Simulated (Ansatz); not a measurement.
# BFH4O2Si: a spread of methods and bases

Aim: run BFH4O2Si under a spread of inputs, and see what each costs and gives.

The runs use Ansatz 0.2.0, Gaussian basis; the settings change from run to run.

### Step 1. The relaxed structure

The geometry comes from an earlier relaxation with PBE0-D4 in a triple-zeta def2 set; it is a stationary point, not always the lowest conformer.

9 atoms, charge 0, spin multiplicity 1.

Atoms are counted from 1 here; the program's logs count them from 0.

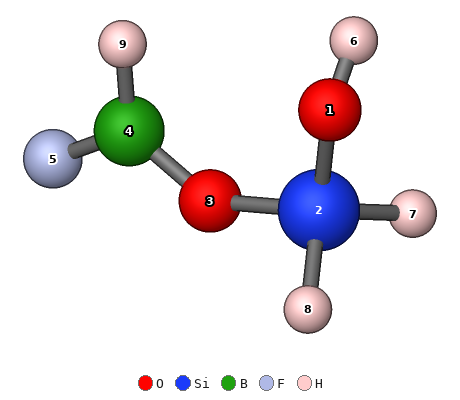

The structure; oxygen red, silicon blue, boron green, fluorine light blue, hydrogen pink; atoms are numbered from 1 in the order of the file.

### Step 2. B97/def2-SVP

This run has atoms shaken by 0.15 Å.

in.yaml

```yaml
crystal:
  periodic: [false, false, false]
  atoms:
    - {symbol: O, position_ang: [1.066678, 0.055618, 1.679931]}
    - {symbol: Si, position_ang: [1.028282, 0.052914, 0.229036]}
    - {symbol: O, position_ang: [-0.180957, -0.039332, -0.878257]}
    - {symbol: B, position_ang: [-1.658196, -0.142427, -0.817357]}
    - {symbol: F, position_ang: [-2.361881, -0.148653, -1.979332]}
    - {symbol: H, position_ang: [0.299083, 0.770134, 2.131974]}
    - {symbol: H, position_ang: [1.882689, 1.100307, -0.133833]}
    - {symbol: H, position_ang: [2.026408, -1.277672, 0.072164]}
    - {symbol: H, position_ang: [-2.166043, -0.183802, 0.267141]}
basis:
  gaussian: {orbitals: def2-SVP}
hamiltonian: {xc: {name: B97}}
output: {forces: true}
```

Launch:

```sh
$ ansatz run in.yaml --threads 2 --pin off --events-out ev --progress --plain --max-ram 4352MiB
```

The program printed:

```text
Functional definition: B97
  name "B97"
  cite "Becke, J. Chem. Phys. 107, 8554 (1997) doi:10.1063/1.475007"
  parameter cx = 0.1943
  parameter cx0 = 0.8094
  parameter cx1 = 0.5073
  parameter cx2 = 0.7481
  parameter css0 = 0.1737
  parameter css1 = 2.3487
  parameter css2 = -2.4868
  parameter cos0 = 0.9454
  parameter cos1 = 0.7471
  parameter cos2 = -4.5961
  exchange = spin_sum(e_x_unif_s*poly(b97_u_x, cx0, cx1, cx2)) + cx*exact_x
  correlation = spin_sum(e_c_pw_same_spin*poly(b97_u_same, css0, css1, css2))
      + integral(e_c_pw_opposite_spin*poly(b97_u_opposite, cos0, cos1, cos2))
898 factors; integrals over basis functions are off by at most 1.4e-3 eV
mean field evaluation 1: about -15412.3886 eV, gradient 6.7e1 eV
mean field evaluation 2: about -15397.3556 eV, gradient 1.1e2 eV
mean field evaluation 4: about -15420.0732 eV, gradient 6.8e0 eV
mean field evaluation 8: about -15420.2365 eV, gradient 5.8e-1 eV
mean field evaluation 16: about -15420.2370 eV, gradient 2.3e-5 eV
mean field -15420.23703365 eV, -566.6832587746 hartree, gradient 2.3e-5 eV, S^2 0.000000; 0 other end points of the search recorded, 0 dependent functions left out
the calculation of the forces begins
reference -15420.23705623 eV, -566.6832596044 hartree; 24, 24 occupied and 70, 70 virtual orbitals, 898 factors
Total energy: -15420.23705623 eV, -566.6832596044 hartree
Atom 0 at     1.066678     0.055618     1.679931 Å, force    -5.348116     3.356832    13.950883 eV/Å
Atom 1 at     1.028282     0.052914     0.229036 Å, force     3.727052    -3.691014   -11.057510 eV/Å
Atom 2 at    -0.180957    -0.039332    -0.878257 Å, force    -5.032957    -0.199515    -0.075113 eV/Å
Atom 3 at    -1.658196    -0.142427    -0.817357 Å, force     3.161847     0.333819    -1.497506 eV/Å
Atom 4 at    -2.361881    -0.148653    -1.979332 Å, force     1.082018    -0.030126     1.663746 eV/Å
Atom 5 at     0.299083     0.770134     2.131974 Å, force     3.547162    -3.006265    -1.457282 eV/Å
Atom 6 at     1.882689     1.100307    -0.133833 Å, force     0.703041     1.934132    -1.172523 eV/Å
Atom 7 at     2.026408    -1.277672     0.072164 Å, force    -1.468046     1.353674    -0.328346 eV/Å
Atom 8 at    -2.166043    -0.183802     0.267141 Å, force    -0.372001    -0.051537    -0.026350 eV/Å
Dipole moment:    -0.485108     0.346316     0.484683 e Å
```

It took 4.4 s on 2 threads of Arm Neoverse V1, shared host.

Largest force 15.313 eV/Å, dipole 3.69 D.

### Step 3. HSE06/cc-pVTZ-DK

Set apart from the defaults: charge -1, multiplicity 2, D4 dispersion.

in.yaml

```yaml
crystal:
  periodic: [false, false, false]
  atoms:
    - {symbol: O, position_ang: [0.702790, -0.070523, 1.686330]}
    - {symbol: Si, position_ang: [1.139499, -0.060301, 0.111195]}
    - {symbol: O, position_ang: [-0.148385, -0.141789, -0.913492]}
    - {symbol: B, position_ang: [-1.487259, -0.134766, -0.845896]}
    - {symbol: F, position_ang: [-2.173345, -0.270755, -1.971097]}
    - {symbol: H, position_ang: [0.341711, 0.725598, 2.077509]}
    - {symbol: H, position_ang: [1.861032, 1.185203, -0.240163]}
    - {symbol: H, position_ang: [1.947528, -1.275147, -0.098956]}
    - {symbol: H, position_ang: [-2.095170, -0.003819, 0.177370]}
basis:
  gaussian: {orbitals: cc-pVTZ-DK}
total_charge: -1
magnetization: {spin_polarized: true, initial_magnetization: 1}
hamiltonian: {xc: {name: HSE06}, dispersion: d4}
```

Same command.

The program printed:

```text
Functional definition: HSE06
  name "HSE06"
  cite "Heyd, Scuseria & Ernzerhof, J. Chem. Phys. 118, 8207 (2003) doi:10.1063/1.1564060"
  cite "Krukau, Vydrov, Izmaylov & Scuseria, J. Chem. Phys. 125, 224106 (2006) doi:10.1063/1.2404663"
  cite "Heyd & Scuseria, J. Chem. Phys. 120, 7274 (2004) doi:10.1063/1.1668634"
  cite "Ernzerhof & Perdew, J. Chem. Phys. 109, 3313 (1998) doi:10.1063/1.476928"
  cite "Perdew, Burke & Ernzerhof, Phys. Rev. Lett. 77, 3865 (1996) doi:10.1103/PhysRevLett.77.3865"
  parent pbe
  parameter a = 0.25
  parameter omega = 0.11/bohr
  # The whole range is PBE's own exchange, as in plane waves. The composition of these papers is wPBEh.
  exchange = pbe_x - a*pbe_x_sr(omega) + a*exact_x_sr(omega)
  correlation = pbe_c
1218 factors; their error is unknown
101 factors; integrals over basis functions are off by at most 5.1e-7 eV
mean field evaluation 1: about -15443.7416 eV, gradient 2.9e1 eV
mean field evaluation 2: about -15437.2504 eV, gradient 5.1e1 eV
mean field evaluation 4: about -15446.1409 eV, gradient 9.2e0 eV
mean field evaluation 8: about -15446.7317 eV, gradient 2.7e-1 eV
mean field evaluation 16: about -15446.7539 eV, gradient 2.1e-3 eV
mean field evaluation 32: about -15446.6749 eV, gradient 2.9e0 eV
mean field -15446.75389743 eV, -567.6577355447 hartree, gradient 3.2e-5 eV, S^2 0.752188; 6 other end points of the search recorded, 0 dependent functions left out
reference -15446.75394292 eV, -567.6577372163 hartree; 25, 24 occupied and 185, 186 virtual orbitals, 1218 factors
Total energy: -15446.89881987 eV, -567.6630613460 hartree
Relativity: scalar
```

Wall time 25 s (2 threads of Arm Neoverse V1, shared host); peak memory 0.69 GiB.

⟨S²⟩ 0.752.

### Step 4. revPBE0/def2-SVP

Set apart from the defaults: charge +1, multiplicity 2, atoms shaken by 0.15 Å, D3(BJ) with three-body dispersion.

in.yaml

```yaml
crystal:
  periodic: [false, false, false]
  atoms:
    - {symbol: O, position_ang: [0.749211, -0.509327, 1.920640]}
    - {symbol: Si, position_ang: [0.944715, -0.203553, -0.174322]}
    - {symbol: O, position_ang: [-0.254724, -0.043214, -0.830520]}
    - {symbol: B, position_ang: [-1.649794, -0.056892, -0.604650]}
    - {symbol: F, position_ang: [-2.102381, -0.375172, -1.793029]}
    - {symbol: H, position_ang: [0.411420, 0.573850, 1.983292]}
    - {symbol: H, position_ang: [1.934803, 1.073118, -0.334754]}
    - {symbol: H, position_ang: [2.039308, -1.223114, -0.144996]}
    - {symbol: H, position_ang: [-2.208494, 0.022324, -0.013135]}
basis:
  gaussian: {orbitals: def2-SVP}
total_charge: 1
magnetization: {spin_polarized: true, initial_magnetization: 1}
hamiltonian: {xc: {name: revPBE0}, dispersion: d3bjatm}
```

Launched as before.

The program printed:

```text
Functional definition: revPBE0
  name "revPBE0"
  cite "Zhang & Yang, Phys. Rev. Lett. 80, 890 (1998) doi:10.1103/PhysRevLett.80.890"
  cite "Adamo & Barone, J. Chem. Phys. 110, 6158 (1999) doi:10.1063/1.478522"
  cite "Perdew, Burke & Ernzerhof, Phys. Rev. Lett. 77, 3865 (1996) doi:10.1103/PhysRevLett.77.3865"
  parameter a = 0.25
  parameter kappa = 1.245
  parameter beta = 0.06672455060314922
  exchange = (1 - a)*pbe_x(kappa = kappa, mu = beta*pi^2/3) + a*exact_x
  correlation = pbe_c(beta = beta)
897 factors; integrals over basis functions are off by at most 1.5e-3 eV
mean field evaluation 1: about -15383.0936 eV, gradient 7.0e1 eV
mean field evaluation 2: about -15274.6234 eV, gradient 1.4e2 eV
mean field evaluation 4: about -15400.3085 eV, gradient 1.1e1 eV
mean field evaluation 8: about -15402.0188 eV, gradient 8.7e0 eV
mean field evaluation 16: about -15402.5943 eV, gradient 4.8e-2 eV
mean field evaluation 32: about -15402.5944 eV, gradient 2.0e-4 eV
mean field -15402.59441563 eV, -566.0349045210 hartree, gradient 3.6e-5 eV, S^2 0.754623; 4 other end points of the search recorded, 0 dependent functions left out
reference -15402.59444713 eV, -566.0349056784 hartree; 24, 23 occupied and 70, 71 virtual orbitals, 897 factors
Total energy: -15402.92913040 eV, -566.0472050620 hartree
```

It took 5.5 s on 2 threads of Arm Neoverse V1, shared host.

⟨S²⟩ 0.755.

### Step 5. RPBE/def2-TZVP

Options: charge -1, multiplicity 2, atoms shaken by 0.03 Å, finite nuclei, D3(BJ) with three-body dispersion.

in.yaml

```yaml
crystal:
  periodic: [false, false, false]
  atoms:
    - {symbol: O, position_ang: [0.716562, -0.071536, 1.701735]}
    - {symbol: Si, position_ang: [1.143300, -0.046623, 0.056630]}
    - {symbol: O, position_ang: [-0.177405, -0.148731, -0.903172]}
    - {symbol: B, position_ang: [-1.515068, -0.197176, -0.840721]}
    - {symbol: F, position_ang: [-2.202899, -0.257689, -1.949491]}
    - {symbol: H, position_ang: [0.365324, 0.765419, 2.060120]}
    - {symbol: H, position_ang: [1.882869, 1.256609, -0.191675]}
    - {symbol: H, position_ang: [1.958420, -1.294065, -0.072117]}
    - {symbol: H, position_ang: [-2.068721, -0.006750, 0.166158]}
basis:
  gaussian: {orbitals: def2-TZVP, nuclear_model: gaussian}
total_charge: -1
magnetization: {spin_polarized: true, initial_magnetization: 1}
hamiltonian: {xc: {name: RPBE}, dispersion: d3bjatm}
output: {forces: true}
```

Same command.

The program printed:

```text
Functional definition: RPBE
  name "RPBE"
  cite "Hammer, Hansen & Nørskov, Phys. Rev. B 59, 7413 (1999) doi:10.1103/PhysRevB.59.7413"
  cite "Perdew, Burke & Ernzerhof, Phys. Rev. Lett. 77, 3865 (1996) doi:10.1103/PhysRevLett.77.3865"
  parameter kappa = 0.804
  parameter beta = 0.06672455060314922
  exchange = rpbe_x(kappa = kappa, mu = beta*pi^2/3)
  correlation = pbe_c(beta = beta)
1055 factors; their error is unknown
mean field evaluation 1: about -15431.0878 eV, gradient 3.6e1 eV
mean field evaluation 2: about -15414.9051 eV, gradient 7.6e1 eV
mean field evaluation 4: about -15435.6098 eV, gradient 2.7e0 eV
mean field evaluation 8: about -15435.6599 eV, gradient 4.8e-1 eV
mean field evaluation 16: about -15435.6493 eV, gradient 1.7e-3 eV
mean field evaluation 32: about -15435.5113 eV, gradient 1.7e0 eV
mean field -15435.64925957 eV, -567.2496476304 hartree, gradient 4.3e-5 eV, S^2 0.752332; 6 other end points of the search recorded, 0 dependent functions left out
the calculation of the forces begins
reference -15435.64931006 eV, -567.2496494859 hartree; 25, 24 occupied and 160, 161 virtual orbitals, 1055 factors
Total energy: -15436.50751795 eV, -567.2811880441 hartree
Atom 0 at     0.716562    -0.071536     1.701735 Å, force     0.678373    -1.251234    -0.701441 eV/Å
Atom 1 at     1.143300    -0.046623     0.056630 Å, force     0.195199     0.533203     1.324307 eV/Å
Atom 2 at    -0.177405    -0.148731    -0.903172 Å, force     1.589013    -0.766014    -0.961343 eV/Å
Atom 3 at    -1.515068    -0.197176    -0.840721 Å, force     0.396973     0.600221     2.283602 eV/Å
Atom 4 at    -2.202899    -0.257689    -1.949491 Å, force    -1.673529    -0.201464    -2.925014 eV/Å
Atom 5 at     0.365324     0.765419     2.060120 Å, force    -0.393136     1.062457     0.097537 eV/Å
Atom 6 at     1.882869     1.256609    -0.191675 Å, force    -0.123529    -0.081029    -0.003768 eV/Å
Atom 7 at     1.958420    -1.294065    -0.072117 Å, force     0.024292     0.042722    -0.150290 eV/Å
Atom 8 at    -2.068721    -0.006750     0.166158 Å, force    -0.693655     0.061137     1.036412 eV/Å
Dipole moment:     0.062362    -0.149320    -0.333860 e Å
```

Wall time 15 s (2 threads of Arm Neoverse V1, shared host); peak memory 0.45 GiB.

Largest force 3.376 eV/Å, ⟨S²⟩ 0.752.

### Step 6. SPW92/def2-TZVP

Options: charge -1, multiplicity 2, coordinates scaled by 1.05, high accuracy.

in.yaml

```yaml
crystal:
  periodic: [false, false, false]
  atoms:
    - {symbol: O, position_ang: [0.737929, -0.074050, 1.770646]}
    - {symbol: Si, position_ang: [1.196474, -0.063316, 0.116755]}
    - {symbol: O, position_ang: [-0.155804, -0.148879, -0.959166]}
    - {symbol: B, position_ang: [-1.561622, -0.141504, -0.888190]}
    - {symbol: F, position_ang: [-2.282013, -0.284293, -2.069652]}
    - {symbol: H, position_ang: [0.358796, 0.761878, 2.181384]}
    - {symbol: H, position_ang: [1.954083, 1.244463, -0.252172]}
    - {symbol: H, position_ang: [2.044905, -1.338904, -0.103904]}
    - {symbol: H, position_ang: [-2.199929, -0.004010, 0.186238]}
basis:
  gaussian: {orbitals: def2-TZVP}
total_charge: -1
magnetization: {spin_polarized: true, initial_magnetization: 1}
hamiltonian: {xc: {name: SPW92}}
accuracy: high
```

Same command.

The program printed:

```text
Functional definition: SPW92
  name "SPW92"
  cite "Dirac, Proc. Camb. Phil. Soc. 26, 376 (1930) doi:10.1017/S0305004100016108"
  cite "Slater, Phys. Rev. 81, 385 (1951) doi:10.1103/PhysRev.81.385"
  cite "Perdew & Wang, Phys. Rev. B 45, 13244 (1992) doi:10.1103/PhysRevB.45.13244"
  exchange = slater_x
  correlation = pw_c
3294 factors; integrals over basis functions are off by at most 7.4e-9 eV
mean field evaluation 1: about -15346.5570 eV, gradient 3.5e1 eV
mean field evaluation 2: about -15325.9439 eV, gradient 8.2e1 eV
mean field evaluation 4: about -15349.2474 eV, gradient 1.5e1 eV
mean field evaluation 8: about -15351.2666 eV, gradient 7.6e-1 eV
mean field evaluation 16: about -15351.2641 eV, gradient 2.7e-2 eV
mean field evaluation 32: about -15351.2641 eV, gradient 9.7e-8 eV
mean field -15351.26410349 eV, -564.1485503428 hartree, gradient 9.7e-8 eV, S^2 0.750887; 5 other end points of the search recorded, 0 dependent functions left out
reference -15351.26410738 eV, -564.1485504858 hartree; 25, 24 occupied and 160, 161 virtual orbitals, 3294 factors
Total energy: -15351.26410738 eV, -564.1485504858 hartree
```

Wall time 17 s (2 threads of Arm Neoverse V1, shared host); peak memory 0.88 GiB.

⟨S²⟩ 0.751.

[end of part 1 of 2]
